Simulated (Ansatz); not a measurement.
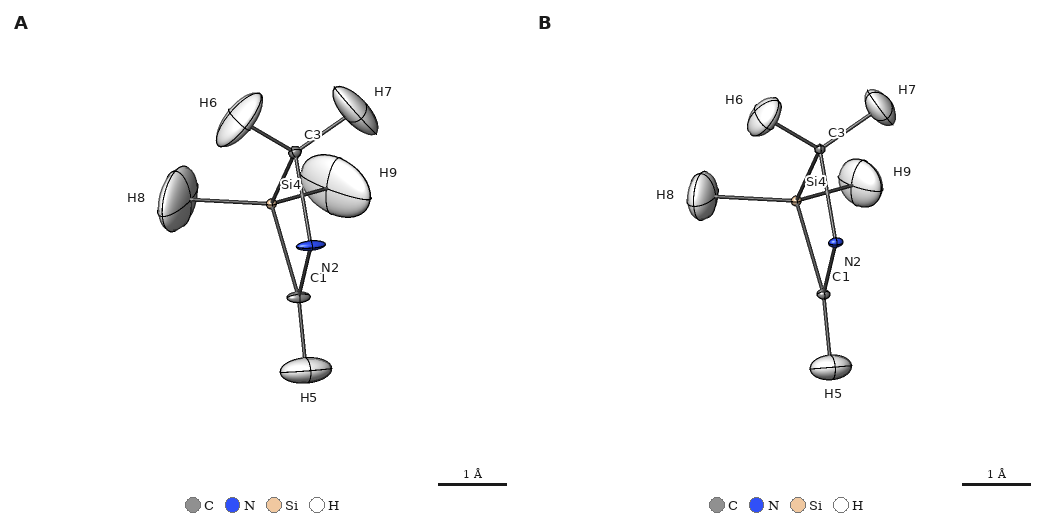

Displacement ellipsoids at the 50 % level, scaled by 1.5, from the internal vibrations of the free molecule (harmonic, no overall translation or rotation; no half-axis is drawn under 0.075 Å). Vibrations computed with RKS PBE0-D4/def2-TZVP (Ansatz 0.2.0). One panel is for 0 K (zero-point motion alone), the other for 600 K.

### Which panel is for 600 K?

A.

### How much does the mean-square displacement of N2 grow, and why?

U_eq goes from 0.0013 to 0.0038 Å², a factor of 2.9. Modes below kT (417 cm⁻¹ at 600 K) grow about in proportion to T, and the lowest lies at 197 cm⁻¹; the mean-square amplitude of a mode is its zero-point value times coth(ħω/2kT), which comes close to 1 only above about 3kT.
